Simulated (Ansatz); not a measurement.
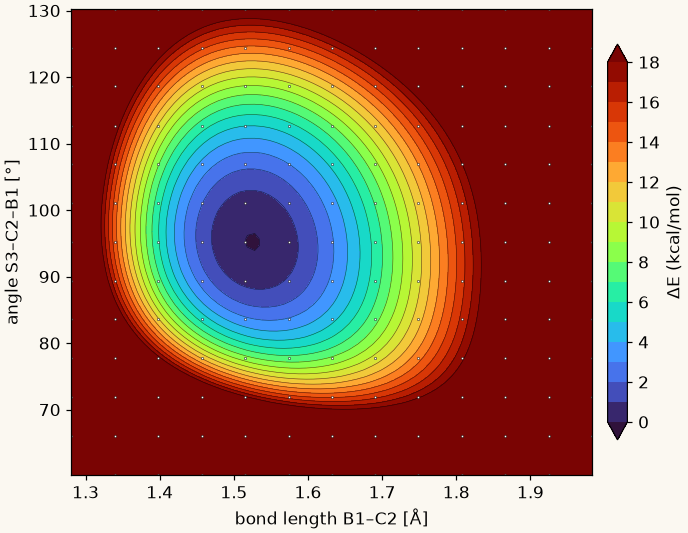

CH3BS, SMILES BC=S. Coordinates scanned: (1) bond length B1–C2; (2) angle S3–C2–B1. Nothing is relaxed (all other coordinates rigid). The grid has 13 × 13 points. Points are written as (first, second). All energies are given in kcal/mol relative to the lowest grid point. All numbers below come from RKS B3LYP-D4/def2-TZVP in Ansatz.

The picture shows filled contours, dots at the grid points, one colour for all values above the top of the scale. Between grid points the surface is interpolated.

### Where is the minimum, and how stiff is the well along each coordinate?

The interpolated minimum is at bond length B1–C2 ≈ 1.526 Å, angle S3–C2–B1 ≈ 95.2°. The curvatures there are about 26 eV/Å² and 5.2 eV/rad², with a cross term of about 1 eV/(Å·rad). Round the minimum the two coordinates are weakly coupled (coupling 0.10 in units of the two stiffnesses). (1 eV is 23.1 kcal/mol.)
